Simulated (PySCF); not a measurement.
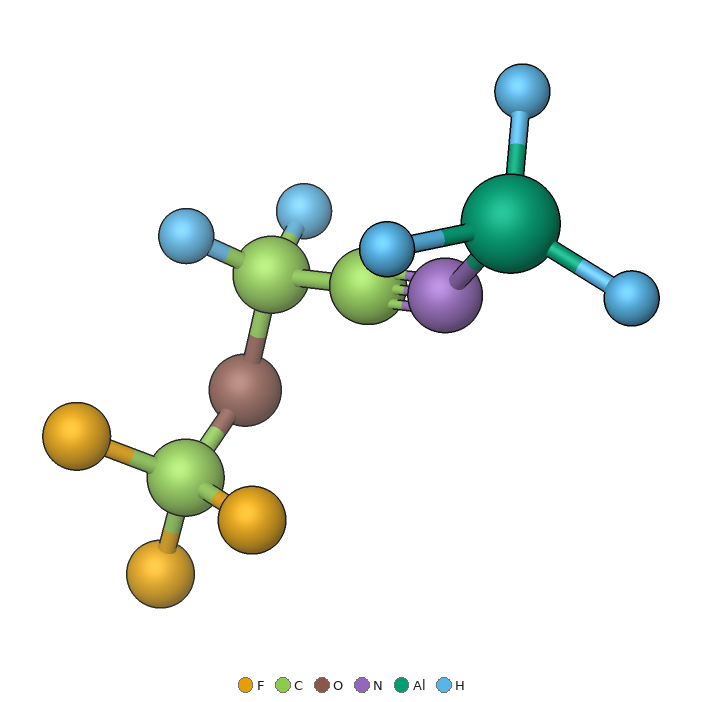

Computed geometry: GFN2-xTB optimisation. No frequency run is at hand to confirm it as a minimum. Level of theory: PBE0/def2-SVPD, gas phase (PySCF 2.14.0). Excitations: vertical, linear response.

Predict the main results.

The species is C₃H₅AlF₃NO (`FC(F)(F)OCC#[N+][AlH3-]`).
- dipole moment: 5.88 D
- HOMO energy (Kohn–Sham orbital): −7.51 eV
- LUMO energy (Kohn–Sham orbital): −2.15 eV
- HOMO–LUMO gap: 5.36 eV
- mean static polarisability: 83.3 bohr³
- lowest vertical singlet excitation: 4.25 eV
- its oscillator strength: 0.009
- brightest of the 6 lowest singlets: 5.20 eV
- its oscillator strength: 0.08

The geometry is semi-empirical. Around Al such bond lengths and angles can be off by a tenth of an ångström or more and by several degrees, and values that hang on the shape move with them.
